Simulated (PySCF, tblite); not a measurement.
# C8H20BO4−: geometry, infrared bands, NMR shifts and electronic excitations, part 2 of 2

tblite 0.8.0 and PySCF 2.14.0. Atoms count from 0. Earlier steps stand in the parts before.

## 6. Ultraviolet spectrum: CAM-B3LYP/def2-SVPD

The job: settings as JSON, then the geometry in Å.

```
{"job": {"kind": "uv", "xc": "CAM-B3LYP", "basis": "def2-SVPD", "ip": false}, "charge": -1, "multiplicity": 1}
C      0.412795     2.366895     2.874178
C     -0.332041     1.503640     1.871450
O      0.561734     0.939471     0.987276
B      0.005550     0.023963    -0.013559
O     -0.644680    -1.136219     0.600422
C      0.157841    -1.990211     1.325044
C     -0.683314    -3.111867     1.908790
O     -1.001109     0.756344    -0.788249
C     -1.687620     0.045407    -1.748270
C     -2.707206     0.947415    -2.421217
O      1.105030    -0.460309    -0.853428
C      1.879450     0.495801    -1.474058
C      2.950843    -0.179261    -2.312152
H      0.968023     3.164119     2.353504
H     -0.272782     2.835073     3.601115
H      1.148926     1.761146     3.428823
H     -1.091283     2.119456     1.343153
H     -0.910815     0.724835     2.416835
H      0.965984    -2.420142     0.696029
H      0.679485    -1.455974     2.151463
H     -1.192486    -3.663553     1.101733
H     -1.464387    -2.702149     2.570363
H     -0.072257    -3.824702     2.488869
H     -2.201819    -0.835890    -1.309794
H     -0.998980    -0.367462    -2.520290
H     -3.413450     1.344747    -1.673920
H     -2.205211     1.809914    -2.889998
H     -3.281414     0.412256    -3.196892
H      1.265012     1.156290    -2.126475
H      2.357979     1.172576    -0.734362
H      2.487867    -0.833231    -3.069589
H      3.592588     0.555083    -2.828167
H      3.587835    -0.814230    -1.674938
```

Method: TDDFT CAM-B3LYP/def2-SVPD, vertical, gas phase, core orbitals frozen in the response.

Log:

```text
coarse grid: 26520 points
cycle   1  E = -641.6346786729  dE =  1.667e+00  |g| = 1.268e+00  |ddm| = 1.464e+01
cycle   2  E = -641.3944227768  dE =  2.403e-01  |g| = 1.744e+00  |ddm| = 5.570e+00
cycle   3  E = -641.9724452311  dE = -5.780e-01  |g| = 1.095e-01  |ddm| = 3.672e+00
cycle   4  E = -641.9744686854  dE = -2.023e-03  |g| = 5.700e-02  |ddm| = 3.780e-01
cycle   5  E = -641.9752782259  dE = -8.095e-04  |g| = 6.266e-03  |ddm| = 1.971e-01
cycle   6  E = -641.9752884921  dE = -1.027e-05  |g| = 1.013e-03  |ddm| = 3.119e-02
cycle   7  E = -641.9752888167  dE = -3.245e-07  |g| = 5.136e-04  |ddm| = 6.993e-03
final grid: 253144 points
cycle   8  E = -642.1134719364  dE = -8.894e-05  |g| = 4.417e-03  |ddm| = 2.203e-01
cycle   9  E = -642.1134734293  dE = -1.493e-06  |g| = 3.830e-03  |ddm| = 3.093e-02
cycle  10  E = -642.1134769069  dE = -3.478e-06  |g| = 3.691e-04  |ddm| = 9.295e-03
cycle  11  E = -642.1134769245  dE = -1.761e-08  |g| = 2.859e-04  |ddm| = 1.736e-03
cycle  12  E = -642.1134769393  dE = -1.481e-08  |g| = 4.053e-05  |ddm| = 5.471e-04
cycle  13  E = -642.1134769397  dE = -3.840e-10  |g| = 7.943e-06  |ddm| = 1.974e-04
converged SCF energy = -642.1134769397

Static polarisability (au): isotropic 141.510, principal 139.424 139.869 145.239

Singlet excitations
state   eV       nm        f      main configurations
  1   5.9832    207.2   0.00009   H->L 0.65
  2   5.9907    207.0   0.00089   H-1->L 0.57, H-1->L+1 0.17
  3   6.0063    206.4   0.00091   H-2->L 0.61, H-2->L+1 0.14, H->L+3 0.09
  4   6.1405    201.9   0.00078   H-3->L 0.35, H->L+1 0.34, H-1->L+2 0.10
  5   6.6859    185.4   0.00230   H-1->L+1 0.29, H->L+3 0.20, H-1->L 0.15
  6   6.6897    185.3   0.00325   H->L+2 0.25, H-2->L+1 0.24, H-2->L 0.10
  7   6.7157    184.6   0.00886   H-1->L+2 0.21, H-1->L+3 0.15, H-2->L+2 0.14
  8   6.7663    183.2   0.00072   H-2->L+3 0.36, H-1->L+2 0.29, H->L 0.11
  9   6.7892    182.6   0.00128   H->L+3 0.29, H-1->L+1 0.22, H-2->L 0.09
 10   6.7943    182.5   0.00068   H-2->L+1 0.32, H->L+2 0.24

Triplet excitations (Tamm-Dancoff, eV): 5.9147 5.9212 5.9376 6.0652
```

It took 3.2 min on 2 threads of Intel Xeon at 2.60GHz, shared host; peak memory 3.5 GiB.

Frontier orbitals and where they lie:

```
orbital     eV                        atoms
 HOMO−3  -4.48    O2 16 %, O7 16 %, O4 16 %
 HOMO−2  -4.16     O4 38 %, O2 27 %, C5 7 %
 HOMO−1  -4.13    O7 39 %, O10 26 %, C8 8 %
   HOMO  -4.10   O2 22 %, O10 21 %, O7 10 %
   LUMO   4.30       C6 9 %, C0 9 %, B3 8 %
 LUMO+1   4.54    C12 10 %, C9 10 %, C6 9 %
 LUMO+2   4.68  C9 19 %, C12 18 %, H27 10 %
```

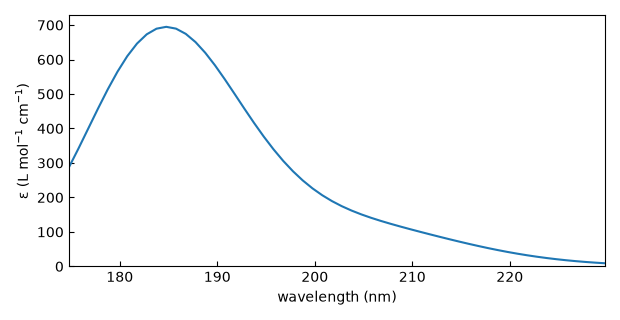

Absorption spectrum: each of the 10 states is a Gaussian band of 0.4 eV half-width at 1/e. Beyond the last state computed it falls off for lack of states.

Ground-state properties from the same run:

```
           property  computed
polarisability (Å³)     20.97
 HOMO–LUMO gap (eV)      8.40
      −ε(HOMO) (eV)      4.10
```

## 7. Nuclear shieldings: PBE/pcSseg-1

Settings changed since step 6:

```diff
@@ -1,2 +1,2 @@
-{"job": {"kind": "uv", "xc": "CAM-B3LYP", "basis": "def2-SVPD", "ip": false}, "charge": -1, "multiplicity": 1}
+{"job": {"kind": "nmr", "xc": "PBE", "basis": "pcSseg-1", "pop": false}, "charge": -1, "multiplicity": 1}
 C      0.412795     2.366895     2.874178
```

Level: GIAO PBE/pcSseg-1 NMR shielding, non-relativistic, gas phase.

Log:

```text
coarse grid: 26520 points
cycle   1  E = -641.3134629259  dE =  1.242e+00  |g| = 1.509e+00  |ddm| = 4.846e+00
cycle   2  E = -636.7612231153  dE =  4.552e+00  |g| = 4.705e+00  |ddm| = 1.503e+01
cycle   3  E = -641.7000710304  dE = -4.939e+00  |g| = 6.480e-01  |ddm| = 1.441e+01
cycle   4  E = -641.7806450214  dE = -8.057e-02  |g| = 3.467e-01  |ddm| = 9.854e-01
cycle   5  E = -641.8069296056  dE = -2.628e-02  |g| = 5.358e-02  |ddm| = 2.761e-01
cycle   6  E = -641.8077304212  dE = -8.008e-04  |g| = 1.943e-02  |ddm| = 9.696e-02
cycle   7  E = -641.8077960184  dE = -6.560e-05  |g| = 5.509e-03  |ddm| = 1.603e-02
cycle   8  E = -641.8078011851  dE = -5.167e-06  |g| = 2.720e-03  |ddm| = 7.448e-03
final grid: 253144 points
cycle   9  E = -641.9617423840  dE = -5.791e-05  |g| = 2.654e-02  |ddm| = 5.197e-02
cycle  10  E = -641.9613972982  dE =  3.451e-04  |g| = 4.968e-02  |ddm| = 5.625e-02
cycle  11  E = -641.9618802223  dE = -4.829e-04  |g| = 4.317e-03  |ddm| = 4.203e-02
cycle  12  E = -641.9618845177  dE = -4.295e-06  |g| = 5.660e-04  |ddm| = 6.522e-03
cycle  13  E = -641.9618845765  dE = -5.876e-08  |g| = 2.436e-04  |ddm| = 6.370e-04
cycle  14  E = -641.9618845870  dE = -1.052e-08  |g| = 8.037e-05  |ddm| = 3.027e-04
cycle  15  E = -641.9618845881  dE = -1.092e-09  |g| = 1.989e-05  |ddm| = 8.854e-05
cycle  16  E = -641.9618845882  dE = -7.753e-11  |g| = 2.338e-06  |ddm| = 1.892e-05
converged SCF energy = -641.9618845882

GIAO shielding tensors (ppm)
atom      isotropic    diamagn.    paramagn.     s11        s22        s33       span
  0 C      157.900     247.770     -89.870    141.661    151.185    180.854     39.193
  1 C      120.253     243.417    -123.165     98.319    102.742    159.697     61.377
  2 O      261.504     402.030    -140.527    235.666    239.569    309.277     73.611
  3 B       96.853     194.029     -97.176     95.442     95.598     99.520      4.078
  4 O      262.504     402.059    -139.554    235.442    242.294    309.776     74.333
  5 C      120.371     243.369    -122.998     98.439    103.051    159.621     61.182
  6 C      157.980     247.828     -89.848    141.687    151.374    180.879     39.193
  7 O      261.532     401.944    -140.411    235.332    240.695    308.570     73.238
  8 C      120.312     243.364    -123.052     98.515    102.734    159.686     61.171
  9 C      157.938     247.797     -89.859    141.667    151.274    180.874     39.207
 10 O      261.184     402.138    -140.954    234.953    239.659    308.939     73.986
 11 C      120.337     243.252    -122.915     98.508    102.879    159.624     61.115
 12 C      157.939     247.832     -89.893    141.674    151.268    180.875     39.201
 13 H       30.122      30.648      -0.526     26.769     28.709     34.889      8.121
 14 H       30.565      28.294       2.271     27.030     27.840     36.826      9.796
 15 H       30.142      30.859      -0.717     26.731     28.897     34.798      8.067
 16 H       27.305      33.286      -5.981     21.219     28.870     31.825     10.606
 17 H       27.499      33.491      -5.992     22.047     28.448     32.003      9.956
 18 H       27.282      33.373      -6.091     21.133     28.969     31.743     10.610
 19 H       27.533      33.380      -5.848     22.161     28.308     32.129      9.968
 20 H       30.137      30.778      -0.641     26.788     28.784     34.840      8.052
 21 H       30.151      30.856      -0.705     26.729     28.879     34.845      8.116
 22 H       30.571      28.327       2.243     27.031     27.840     36.841      9.810
 23 H       27.258      33.448      -6.189     21.154     29.018     31.604     10.450
 24 H       27.536      33.272      -5.737     22.055     28.312     32.240     10.185
 25 H       30.130      30.795      -0.665     26.777     28.815     34.800      8.023
 26 H       30.143      30.729      -0.586     26.753     28.796     34.880      8.128
 27 H       30.565      28.290       2.275     27.023     27.836     36.837      9.814
 28 H       27.504      33.259      -5.755     22.079     28.276     32.157     10.078
 29 H       27.264      33.294      -6.029     21.120     28.946     31.726     10.606
 30 H       30.149      30.825      -0.676     26.749     28.861     34.837      8.088
 31 H       30.567      28.267       2.300     27.028     27.830     36.843      9.814
 32 H       30.131      30.762      -0.631     26.783     28.781     34.828      8.045
```

Run time: 91 s. Hardware: 2 threads of Intel Xeon at 2.60GHz, shared host; peak memory 1.9 GiB.

This run: δ C1 59.7, C0 22.1, O2 72.9, B3 -2.1, H16 3.80, H13 0.92 ppm (means over like atoms).

## 8. Run by run: NMR shifts

Shifts (ppm), means over like atoms, with basis size and wall time:

```
          run    C1    C0   H16   H13    O2    B3  functions  time
PBE0/pcSseg-1  56.8  21.9  3.53  0.88  57.1  -1.7        321  71 s
 PBE/pcSseg-1  59.7  22.1  3.80  0.92  72.9  -2.1        321  91 s
```

## 9. Summary of results

This closing draws on all 2 parts.

| quantity | value |
| --- | --- |
| strongest single infrared mode (GFN2-xTB) | 834 cm⁻¹, 364 km/mol |
| zero-point energy (GFN2-xTB) | 173.9 kcal/mol |
| point group | C1 |
| rotational constants (main isotopes) | 0.63, 0.53, 0.52 GHz |
| 13C shifts against TMS (PBE0/pcSseg-1, means over atoms taken as alike) | 56.8, 21.9 ppm |
| 1H shifts against TMS (PBE0/pcSseg-1, means over atoms taken as alike) | 3.53, 0.88 ppm |
| 17O shifts against H2O (PBE0/pcSseg-1, means over atoms taken as alike) | 57.1 ppm |
| 11B shifts against BF3·OEt2 (PBE0/pcSseg-1) | -1.7 ppm |
| lowest singlet (CAM-B3LYP/def2-SVPD) | 5.98 eV (207 nm), f = 0.000 |
| brightest single state of those computed | state 7, 6.72 eV, f = 0.009 |
| lowest triplet | 5.91 eV |
| range of the shift of O2 (with its like atoms) | 57.1 to 72.9 ppm |

**Reading.** Relaxing lowered the energy by 0.029 eV in 10 steps; the close pair that moved most is C0–H14, from 1.105 to 1.090 Å (GFN2-xTB). All 93 modes are real, so the xTB geometry is a minimum. The strongest single mode, at 834 cm⁻¹, moves mainly B3. GFN2-xTB is a fitted tight-binding method: band positions and strengths are rough. Its intensities can rank the bands wrongly. The start of the PBE0/def2-SVP relaxation was shaken at random by about 0.01 Å, so part of the energy gained, and of the first lengths quoted, undoes that. The optimisation took 8 steps and gained 0.255 eV; among the close pairs (by a distance rule), C0–H15 changed most, from 1.054 to 1.103 Å (PBE0/def2-SVP). No frequency check was run at this level, so the end point may be a saddle. The most deshielded carbon is C1, C5, C8, C11 (mean) (sp3 CH2 bonded to O), at 56.8 ppm: pulled downfield by the heteroatom. H16, H17, H18, H19, H23 and 3 more (mean) (hydrogen on an sp3 CH2 bonded to O) lies farthest downfield among hydrogen, at 3.53 ppm; its carbon carries O, an electronegative neighbour. At PBE0/pcSseg-1: The widest tensor belongs to O2, O4, O7, O10: span 75 ppm, with a paramagnetic part of -125 ppm. The lowest singlet lies above −ε(HOMO); no detachment energy was computed, so the anion's states may not be bound. These values are for one conformer; the search (at its own cheap level) found 1 more, at 0.10 kcal/mol, and measured spectra average over such forms.
